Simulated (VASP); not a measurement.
# PtSe2 (Sudovikovite): the relaxed cell at several levels, part 2 of 4

How close do the usual functionals, with and without dispersion, come to the cell of PtSe2 (Sudovikovite)? The start is a cell from a database of measured crystal structures.

VASP 6.6.1, plane waves and PAW; the level of theory is named at each step.

So far. Step 2 (Relaxation with LDA): It ends with a largest force of 0.004 eV/Å and a pressure of -0.01 GPa. The volume lies -4.3 % from that of the database's start, which holds the thermal and zero-point expansion of its experiment. LDA is known to overbind.

The database entry behind the starting cell has ideal inner coordinates that were not refined, so it need not match the best structure at ambient conditions.

### 3. Relaxation with PBEsol

This step: PBEsol; plane waves and PAW (Pt, Se) (VASP 6.6.1).

PBEsol restores the gradient expansion of exchange and is tuned for the cells of solids.

INCAR reads:

```
SYSTEM = PtSe2
PREC = Accurate
ENCUT = 520
EDIFF = 1E-06
NELM = 100
ISMEAR = -1
SIGMA = 0.05
LREAL = .FALSE.
ALGO = Normal
GGA = PS
NBANDS = 17
LORBIT = 11
LWAVE = .FALSE.
LCHARG = .FALSE.
KPAR = 4
IBRION = 2
NSW = 60
ISIF = 3
EDIFFG = -0.01
```

POSCAR reads:

```
PtSe2
1.0
    3.7240000000      0.0000000000      0.0000000000
   -1.8620000000      3.2250786037      0.0000000000
    0.0000000000      0.0000000000      5.0620000000
Pt Se
1 2
Direct
    0.0000000000      0.0000000000      0.0000000000
    0.3333333333      0.6666666667      0.2500000000
    0.6666666667      0.3333333333      0.7500000000
```

KPOINTS reads:

```
Automatic mesh
0
Gamma
7 7 5
0 0 0
```

Potentials, in the order of the species: Pt and Se (PBE family, release 64).

Run with:

```bash
mpirun -np 4 vasp_std
```

Output:

```text
[banner, memory and clock lines left out]
running    4 mpi-ranks, on    1 nodes
 distrk:  each k-point on    1 cores,    4 groups
 distr:  one band on    1 cores,    1 groups

 POSCAR found type information on POSCAR PtSe
 POSCAR found :  2 types and       3 ions
 [... a notice as in an earlier step ...]

 LDA part: xc-table for (Slater+PW92), standard interpolation
 POSCAR, INCAR and KPOINTS ok, starting setup
 FFT: planning ... GRIDC
 FFT: planning ... GRID_SOFT
 FFT: planning ... GRID
 WAVECAR not read
 entering main loop
       N       E                     dE             d eps       ncg     rms          rms(c)
DAV:   1     0.110132545796E+03    0.11013E+03   -0.99672E+03  1104   0.113E+03
DAV:   2    -0.119306474789E+02   -0.12206E+03   -0.11868E+03  1406   0.221E+02
DAV:   3    -0.167225278648E+02   -0.47919E+01   -0.47612E+01  1272   0.444E+01
DAV:   4    -0.167590638354E+02   -0.36536E-01   -0.36521E-01  1432   0.419E+00
DAV:   5    -0.167594273985E+02   -0.36356E-03   -0.36355E-03  1359   0.391E-01    0.133E+01
DAV:   6    -0.161255077320E+02    0.63392E+00   -0.47853E+00  1114   0.201E+01    0.794E+00
DAV:   7    -0.159086035631E+02    0.21690E+00   -0.93005E-01  1119   0.971E+00    0.394E+00
DAV:   8    -0.158825103701E+02    0.26093E-01   -0.59872E-02  1176   0.177E+00    0.840E-01
DAV:   9    -0.158796188239E+02    0.28915E-02   -0.72723E-03  1221   0.826E-01    0.199E-01
DAV:  10    -0.158796724719E+02   -0.53648E-04   -0.11060E-03  1293   0.215E-01    0.394E-02
DAV:  11    -0.158796687976E+02    0.36743E-05   -0.51349E-05  1408   0.619E-02    0.249E-02
DAV:  12    -0.158796683850E+02    0.41260E-06   -0.52430E-06  1190   0.161E-02
   1 F= -.15879668E+02 E0= -.15876107E+02  d E =-.158797E+02
 curvature:   0.00 expect dE= 0.000E+00 dE for cont linesearch  0.000E+00
 trial: gam= 0.00000 g(F)=  0.133E-01 g(S)=  0.381E-01 ort = 0.000E+00 (trialstep = 0.100E+01)
 search vector abs. value=  0.515E-01
 bond charge predicted
       N       E                     dE             d eps       ncg     rms          rms(c)
DAV:   1    -0.161015944839E+02   -0.22193E+00   -0.52131E+00  1114   0.182E+01    0.309E+00
DAV:   2    -0.159238131368E+02    0.17778E+00   -0.10103E+00  1124   0.102E+01    0.222E+00
DAV:   3    -0.158745360083E+02    0.49277E-01   -0.10788E-01  1134   0.331E+00    0.104E+00
DAV:   4    -0.158644015565E+02    0.10134E-01   -0.45413E-02  1140   0.122E+00    0.328E-01
DAV:   5    -0.158645247042E+02   -0.12315E-03   -0.10492E-03  1168   0.231E-01    0.191E-01
DAV:   6    -0.158645253444E+02   -0.64023E-06   -0.25010E-04  1369   0.120E-01    0.136E-02
DAV:   7    -0.158645260124E+02   -0.66799E-06   -0.10168E-05  1249   0.223E-02    0.771E-03
DAV:   8    -0.158645264421E+02   -0.42968E-06   -0.66900E-07   949   0.582E-03
   2 F= -.15864526E+02 E0= -.15861066E+02  d E =0.151419E-01
[... from here on, the cycles between the ionic steps are left out ...]
   3 F= -.15889154E+02 E0= -.15885629E+02  d E =-.948603E-02
   4 F= -.15891466E+02 E0= -.15887989E+02  d E =-.231152E-02
   5 F= -.15897337E+02 E0= -.15893958E+02  d E =-.818286E-02
   6 F= -.15902015E+02 E0= -.15898545E+02  d E =-.128608E-01
   7 F= -.15902084E+02 E0= -.15898640E+02  d E =-.129300E-01
   8 F= -.15901398E+02 E0= -.15897851E+02  d E =0.686767E-03
   9 F= -.15902320E+02 E0= -.15898839E+02  d E =-.235638E-03
  10 F= -.15902291E+02 E0= -.15898689E+02  d E =0.291548E-04
 trial-energy change:    0.000029  1 .order    0.000014   -0.000861    0.000890
 step:   0.9563(harm=  0.9820)  dis= 0.00127  next Energy=   -15.902525 (dE=-0.205E-03)
 bond charge predicted
       N       E                     dE             d eps       ncg     rms          rms(c)
DAV:   1    -0.159044775028E+02   -0.21864E-02   -0.70975E-02  1113   0.182E+00    0.227E-01
DAV:   2    -0.159029313252E+02    0.15462E-02   -0.66657E-03  1143   0.772E-01    0.139E-01
DAV:   3    -0.159026167834E+02    0.31454E-03   -0.77154E-04  1238   0.268E-01    0.554E-02
DAV:   4    -0.159025286111E+02    0.88172E-04   -0.36830E-04  1154   0.114E-01    0.204E-02
DAV:   5    -0.159025274124E+02    0.11987E-05   -0.19976E-05  1192   0.319E-02    0.122E-02
DAV:   6    -0.159025270058E+02    0.40666E-06   -0.21781E-06   977   0.111E-02
  11 F= -.15902527E+02 E0= -.15898985E+02  d E =-.206964E-03
 curvature:  -0.97 expect dE=-0.163E-05 dE for cont linesearch -0.246E-07
 trial: gam=-0.03329 g(F)=  0.761E-06 g(S)=  0.914E-06 ort =-0.465E-05 (trialstep = 0.179E+01)
 search vector abs. value=  0.293E-05
 reached required accuracy - stopping structural energy minimisation
```

Run time: 89 s. Hardware: 4 MPI ranks of AMD EPYC 7R43, shared host; peak memory 0.73 GiB.

From OUTCAR (step 3):

```text
The static configuration has the point symmetry D_3d.

 Found     32 irreducible k-points:

   NELECT =      22.0000    total number of electrons

 E-fermi :   6.5682

 k-point     1 :       0.0000    0.0000    0.0000
  band No.  band energies     occupation
    ...
      6       2.7180      2.00000
      7       2.7180      2.00000
      8       4.0873      2.00000
      9       5.5470      2.00000
     10       5.5470      2.00000
     11       7.2981      0.00000
     12       7.7427      0.00000
     13       7.7427      0.00000
     14       9.8367      0.00000
     15      10.6159      0.00000
    ...

 k-point     2 :       0.1429   -0.0000    0.0000
  band No.  band energies     occupation
    ...
      7       2.5735      2.00000
      8       3.6115      2.00000
      9       4.8907      2.00000
     10       5.2328      2.00000
     11       6.2209      1.99808
     12       7.9726      0.00000
     13       8.1035      0.00000
     14      11.0373      0.00000
     15      11.7383      0.00000
     16      13.2721      0.00000
    ...

  Total       -0.0052835     -0.0052835      0.0010110      0.0000000      0.0000000      0.0000000
  in kB       -0.1421339     -0.1421339      0.0271978      0.0000000      0.0000000      0.0000000
  external PRESSURE =      -0.0856900 kB  Pullay stress =       0.0000000 kB

  energy-cutoff  :      520.00
  volume of cell :       59.56
      direct lattice vectors                 reciprocal lattice vectors
     3.758053646  0.000000000  0.000000000     0.266095190  0.153630130 -0.000000000
    -1.879026823  3.254569926  0.000000000    -0.000000000  0.307260259 -0.000000000
    -0.000000000  0.000000000  4.869474507    -0.000000000 -0.000000000  0.205360968

 POSITION                                       TOTAL-FORCE (eV/Angst)
 -----------------------------------------------------------------------------------
      0.00000      0.00000      0.00000         0.000000      0.000000      0.000000
     -0.00000      2.16971      1.27250         0.000000     -0.000000     -0.002809
      1.87903      1.08486      3.59698        -0.000000      0.000000      0.002809
 -----------------------------------------------------------------------------------
    total drift:                               -0.000000      0.000000     -0.000000

  FREE ENERGIE OF THE ION-ELECTRON SYSTEM (eV)
  ---------------------------------------------------
  free  energy   TOTEN  =       -15.9025270058 eV

  energy  without entropy=      -15.8954428873  energy(sigma->0) =      -15.89898495

 total charge
# of ion       s       p       d       tot
------------------------------------------
    1        0.674   0.685   8.036   9.395
    2        1.489   2.207   0.071   3.767
    3        1.489   2.207   0.071   3.767
--------------------------------------------------
tot          3.652   5.100   8.178  16.930

[... 8 parts as in an earlier step ...]

[... 5 further parts left out ...]
```

CONTCAR:

```
PtSe2
   1.00000000000000
     3.7580536460989564    0.0000000000000000    0.0000000000000000
    -1.8790268230494782    3.2545699263133656    0.0000000000000001
    -0.0000000000000000    0.0000000000000002    4.8694745073486461
  Pt              Se
     1     2
Direct
     0.0000000000000000    0.0000000000000000    0.0000000000000000
     0.3333333332999970    0.6666666667000030    0.2613213525086325
     0.6666666667000030    0.3333333332999970    0.7386786474913677
```

The bonds form layers, held to each other by dispersion, which PBEsol lacks, so the spacing between them is unreliable. The PAW data sets were made with PBE, which is usual practice but a small mismatch for other functionals.

Step by step:

| step | energy less that of the first step (eV) | largest force (eV/Å) | pressure (GPa) | volume (Å³) |
| --- | --- | --- | --- | --- |
| 1 | 0.0000 | 0.3719 | 2.23 | 60.80 |
| 2 | 0.0151 | 0.2807 | -4.12 | 63.31 |
| 3 | -0.0095 | 0.1091 | -0.35 | 61.74 |
| 4 | -0.0118 | 0.0988 | -0.34 | 61.50 |
| 5 | -0.0177 | 0.0632 | -0.21 | 60.80 |
| 6 | -0.0223 | 0.0315 | 0.23 | 59.40 |
| 7 | -0.0224 | 0.0181 | 0.18 | 59.56 |
| 8 | -0.0217 | 0.0830 | -0.86 | 59.85 |
| 9 | -0.0227 | 0.0407 | -0.18 | 59.66 |
| 10 | -0.0226 | 0.0375 | 0.19 | 59.45 |
| 11 | -0.0229 | 0.0028 | -0.01 | 59.56 |

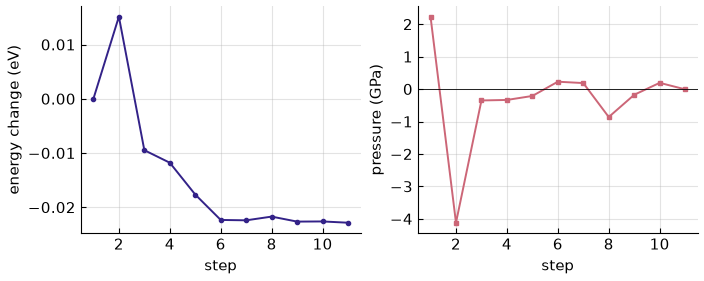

Energy and pressure along the relaxation.

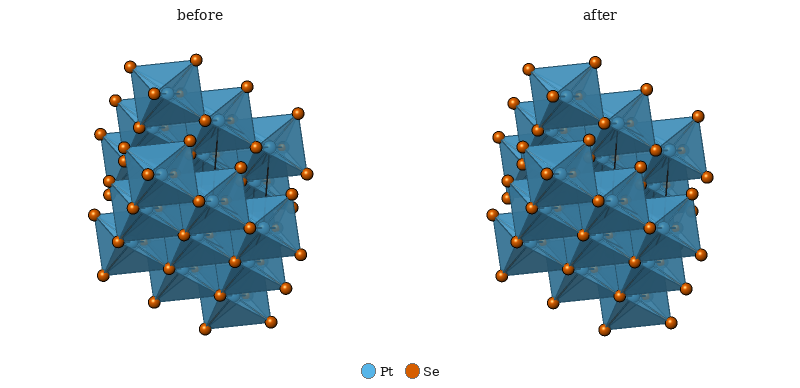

The structure before and after the relaxation, drawn at the same scale.

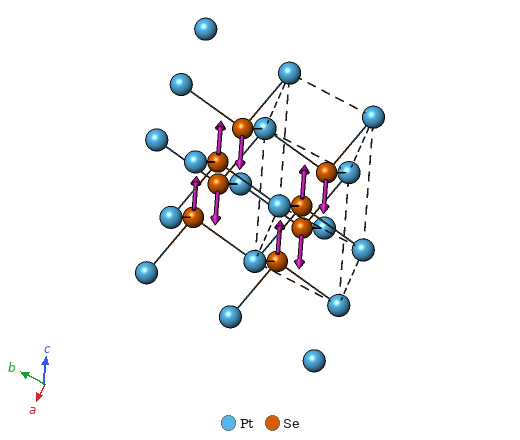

Displacements in the relaxation, exaggerated, measured against the changing cell; the longest in the cell stands for 0.06 Å. Bonds to atoms that aren't drawn are left out. 2×2×1 cells are drawn. Some periodic images of atoms are drawn too.

| conventional cell, symmetrised | before | after | change |
| --- | --- | --- | --- |
| a (Å) | 3.724 | 3.758 | +0.9 % |
| b (Å) | 3.724 | 3.758 | +0.9 % |
| c (Å) | 5.062 | 4.869 | -3.8 % |
| volume (Å³/atom) | 20.27 | 19.85 | -2.0 % |

The atoms that moved most (Å, as changes of fractional coordinates times the final cell):

| atom | dx | dy | dz | length |
| --- | --- | --- | --- | --- |
| Se2 | 0.000 | 0.000 | 0.055 | 0.055 |
| Se3 | 0.000 | 0.000 | -0.055 | 0.055 |

Final coordinates:

```xyz
3
Lattice="3.7581 0.0000 0.0000 -1.8790 3.2546 0.0000 0.0000 0.0000 4.8695" Properties=species:S:1:pos:R:3 pbc="T T T"
Pt    0.0000    0.0000    0.0000
Se    0.0000    2.1697    1.2725
Se    1.8790    1.0849    3.5970
```

This step gave:

* free energy (TOTEN): -15.90 eV
* energy at zero smearing: -15.90 eV
* Fermi energy: 6.568 eV
* pressure: -0.008569 GPa
* SCF cycles over all ionic steps: 81

It ends at 19.85 Å³/atom, -2.0 % from the start, with -0.01 GPa left.

### 4. Relaxation with PBE

This step: PBE; plane waves and PAW (Pt, Se) (VASP 6.6.1).

PBE, the usual starting point, adds the gradient of the density.

INCAR: that of step 3 with these lines changed.

```diff
@@ -9,3 +9,3 @@
 ALGO = Normal
-GGA = PS
+GGA = PE
 NBANDS = 17
```

POSCAR is that of step 3.

KPOINTS is that of step 3.

Run with:

```bash
mpirun -np 4 vasp_std
```

Output:

```text
[banner, memory and clock lines left out]
running    4 mpi-ranks, on    1 nodes
[...]
LDA part: xc-table for (Slater+PW92), standard interpolation
 POSCAR, INCAR and KPOINTS ok, starting setup
[...]
entering main loop
       N       E                     dE             d eps       ncg     rms          rms(c)
DAV:   1     0.112297279327E+03    0.11230E+03   -0.99774E+03  1104   0.113E+03
DAV:   2    -0.101535303383E+02   -0.12245E+03   -0.11907E+03  1406   0.222E+02
DAV:   3    -0.149427193836E+02   -0.47892E+01   -0.47594E+01  1280   0.445E+01
DAV:   4    -0.149787062149E+02   -0.35987E-01   -0.35974E-01  1433   0.418E+00
[...]
DAV:  11    -0.141776629674E+02   -0.68718E-06   -0.52405E-05  1410   0.667E-02    0.256E-02
DAV:  12    -0.141776633483E+02   -0.38089E-06   -0.10418E-05  1195   0.238E-02    0.297E-03
DAV:  13    -0.141776636973E+02   -0.34903E-06   -0.77816E-07   913   0.598E-03
   1 F= -.14177664E+02 E0= -.14174076E+02  d E =-.141777E+02
[... from here on, the cycles between the ionic steps are left out ...]
   2 F= -.14077779E+02 E0= -.14074201E+02  d E =0.998844E-01
   3 F= -.14251835E+02 E0= -.14248249E+02  d E =-.741714E-01
   5 F= -.14252704E+02 E0= -.14249100E+02  d E =-.824737E-03
   7 F= -.14258004E+02 E0= -.14254773E+02  d E =-.612406E-02
   9 F= -.14261756E+02 E0= -.14259952E+02  d E =-.836452E-03
  11 F= -.14268376E+02 E0= -.14267330E+02  d E =-.745692E-02
  13 F= -.14280606E+02 E0= -.14280565E+02  d E =-.196866E-01
  15 F= -.14282143E+02 E0= -.14282100E+02  d E =-.178172E-02
  17 F= -.14282353E+02 E0= -.14282319E+02  d E =-.199171E-02
  19 F= -.14283958E+02 E0= -.14283929E+02  d E =-.160520E-02
  21 F= -.14284461E+02 E0= -.14284437E+02  d E =-.210850E-02
  23 F= -.14284716E+02 E0= -.14284692E+02  d E =-.255077E-03
  25 F= -.14284936E+02 E0= -.14284917E+02  d E =-.219643E-03
  27 F= -.14284973E+02 E0= -.14284955E+02  d E =-.369825E-04
  28 F= -.14285028E+02 E0= -.14285010E+02  d E =-.551129E-04
[...]
trial-energy change:   -0.000055  1 .order   -0.000050   -0.000053   -0.000047
 step:   4.8350(harm= 10.6733)  dis= 0.00594  next Energy=   -14.285208 (dE=-0.235E-03)
 reached required accuracy - stopping structural energy minimisation
```

It took 3.9 min on 4 MPI ranks; peak memory 0.75 GiB.

Parts of OUTCAR (step 4):

```text
  Total        0.0236550      0.0236550      0.0207297      0.0000000      0.0000000      0.0000000
  in kB        0.5042550      0.5042550      0.4418953      0.0000000      0.0000000      0.0000000
  external PRESSURE =       0.4834685 kB  Pullay stress =       0.0000000 kB

 POSITION                                       TOTAL-FORCE (eV/Angst)
 -----------------------------------------------------------------------------------
      0.00000      0.00000      0.00000        -0.000000     -0.000000      0.000000
     -0.00000      2.16722      1.30542        -0.000000      0.000000     -0.008365
      1.87687      1.08361      4.85378         0.000000     -0.000000      0.008365
 -----------------------------------------------------------------------------------
    total drift:                               -0.000000     -0.000000     -0.000000

  FREE ENERGIE OF THE ION-ELECTRON SYSTEM (eV)
  ---------------------------------------------------
  free  energy   TOTEN  =       -14.2850281571 eV

  energy  without entropy=      -14.2849914990  energy(sigma->0) =      -14.28500983

[... 2 parts as in an earlier step ...]

[... 2 further parts left out ...]
[key lines of the parts left out:]
E-fermi :   4.0456
```

The gap is read on the k-mesh alone, so it is an upper bound where the band edges lie off the mesh. The bonds form layers, held to each other by dispersion, which PBE lacks, so the spacing between them is unreliable. After so large a change of volume the plane waves of the start cell no longer fit, so the final stress carries a basis-set error.

Relaxation path (22 of 28):

| step | energy less that of the first step (eV) | largest force (eV/Å) | pressure (GPa) | volume (Å³) |
| --- | --- | --- | --- | --- |
| 1 | 0.0000 | 0.6172 | 7.31 | 60.80 |
| 2 | 0.0999 | 0.9513 | -8.21 | 69.30 |
| 4 | -0.0742 | 0.0850 | 0.12 | 63.87 |
| 5 | -0.0750 | 0.0750 | 0.09 | 64.01 |
| 6 | -0.0772 | 0.0486 | 0.06 | 64.43 |
| 7 | -0.0803 | 0.0003 | 0.04 | 65.28 |
| 9 | -0.0841 | 0.0937 | 0.08 | 67.14 |
| 10 | -0.0865 | 0.0681 | -0.03 | 67.59 |
| 11 | -0.0907 | 0.0185 | -0.21 | 68.49 |
| 13 | -0.1029 | 0.1862 | -0.71 | 73.72 |
| 14 | -0.1027 | 0.1550 | -0.66 | 72.88 |
| 15 | -0.1045 | 0.0990 | -0.11 | 73.20 |
| 16 | -0.1047 | 0.0756 | 0.11 | 73.33 |
| 18 | -0.1052 | 0.0576 | 0.16 | 73.50 |
| 19 | -0.1063 | 0.0148 | 0.22 | 73.96 |
| 20 | -0.1066 | 0.0735 | 0.35 | 74.89 |
| 22 | -0.1067 | 0.0319 | -0.37 | 75.36 |
| 23 | -0.1071 | 0.0074 | -0.02 | 74.94 |
| 24 | -0.1072 | 0.0017 | -0.04 | 74.98 |
| 25 | -0.1073 | 0.0266 | -0.05 | 75.11 |
| 27 | -0.1073 | 0.0119 | 0.05 | 75.08 |
| 28 | -0.1074 | 0.0084 | 0.05 | 75.16 |

| cell as run | before | after | change |
| --- | --- | --- | --- |
| a (Å) | 3.724 | 3.754 | +0.8 % |
| b (Å) | 3.724 | 3.754 | +0.8 % |
| c (Å) | 5.062 | 6.159 | +21.7 % |
| volume (Å³/atom) | 20.27 | 25.05 | +23.6 % |

The atoms that moved most (Å, as changes of fractional coordinates times the final cell):

| atom | dx | dy | dz | length |
| --- | --- | --- | --- | --- |
| Se3 | 0.000 | 0.000 | 0.234 | 0.234 |
| Se2 | 0.000 | 0.000 | -0.234 | 0.234 |

Final coordinates:

```
Pt Se
1.0
     3.75374    0.00000    0.00000
    -1.87687    3.25084    0.00000
     0.00000    0.00000    6.15920
Pt Se
1 2
Cartesian
  0.0000 0.0000 0.0000
  0.0000 2.1672 1.3054
  1.8769 1.0836 4.8538
```

It ends at 25.05 Å³/atom, +23.6 % from the start, with 0.05 GPa left. That is far more than a functional's usual error.

[end of part 2 of 4]

[Lines on the potential files, build, host, timing and source positions are cut from VASP's logs without a mark.]

[Logs are printed without paths, hosts, clocks, repeated set-up lines and the standing remarks that a program may print on its own settings, such as how far it seeks lower states.]

[Hosts, paths, dates, database ids (printed as entryN), source tags and the programs' standing remarks are cut or masked in the printed files.]

[Measured values are set beside computed ones only where the two were judged alike; some that the calculation misses by far are left out.]
